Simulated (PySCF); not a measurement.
Consider C$_{3}$H$_{12}$NSi$_{2}$ (SMILES C[CH]N(C)[SiH2][SiH3]) (doublet).

Input

```
{"job": {"kind": "epr", "basis": "pcH-1"}, "charge": 0, "multiplicity": 2}
C     -0.848787     1.749397    -0.989914
C     -1.434146     0.479640    -0.510104
N     -0.704895    -0.685868    -0.488319
C     -1.432944    -1.828995     0.008287
Si     0.984074    -0.776514    -0.911479
Si     2.339544     0.604272     0.353253
H     -1.619845     2.515026    -1.035500
H     -0.046137     2.117868    -0.333518
H     -0.416345     1.635092    -1.985535
H     -2.354008     0.488518     0.049096
H     -0.797627    -2.709882    -0.001708
H     -1.779215    -1.656287     1.032060
H     -2.307350    -2.023109    -0.618624
H      1.275054    -2.206539    -0.743219
H      1.103342    -0.516681    -2.363631
H      3.603316    -0.046787     0.715972
H      1.729294     1.021384     1.623124
H      2.697917     1.845784    -0.341418
```

Command:

```sh
OMP_NUM_THREADS=1 python probes_run.py task.json out
```

Geometry: GFN2-xTB.

Computed with UKS B3LYP, pcH-1 on C H N Si, non-relativistic, mean-field spin-orbit, GIAO (PySCF 2.14.0, density-fitted response routines).

Q: What can the converged electron density, electron localisation function and spin density tell about the bonding?

A: C–N (1.38 Å): the density is about 1.4 e/Å³ at the midpoint; the ELF peaks at about 0.85 between the atoms (a covalent bond).
C–C (1.48 Å): ρ at the midpoint is about 1.3 e/Å³; the ELF peaks at about 0.90 between the atoms (localised, covalent bonding).
Si–N (1.74 Å): ρ at the midpoint is about 0.68 e/Å³; the ELF peaks at about 0.90 between the atoms; a polar covalent bond.
C–H (1.09 Å): ρ at the midpoint is about 1.2 e/Å³; the ELF climbs to about 1 towards the hydrogen, as it does in any bond to H: a covalent bond by its length.
The unpaired spin (1 electron) lies mostly on C2 (about 0.5), N3 (about 0.2) and H10 (about 0.1), in electrons by Hirshfeld's partition.

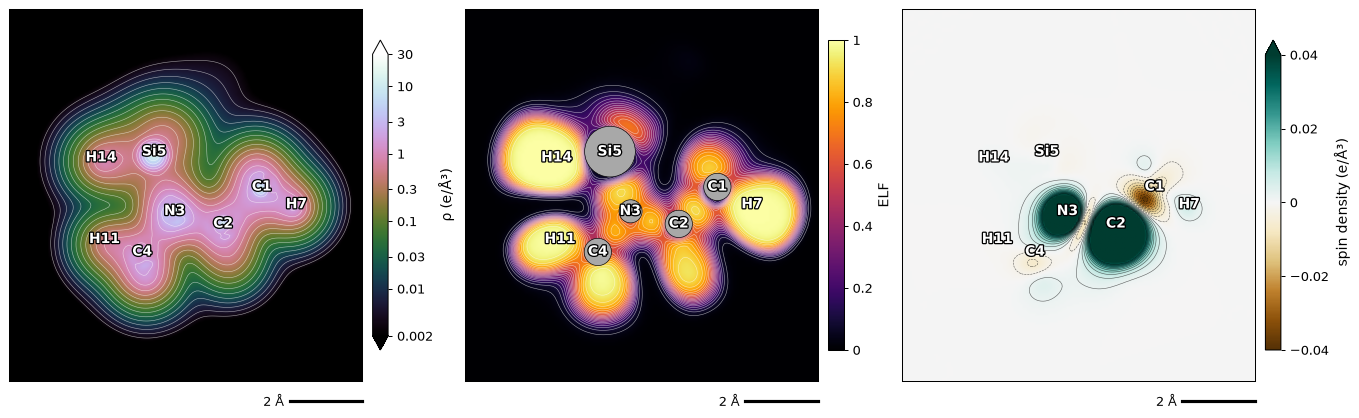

Computed electron density, electron localisation function and spin density on the plane of atoms C2, N3 and Si5, in this order. Grey discs cover the atomic cores in the ELF map. 
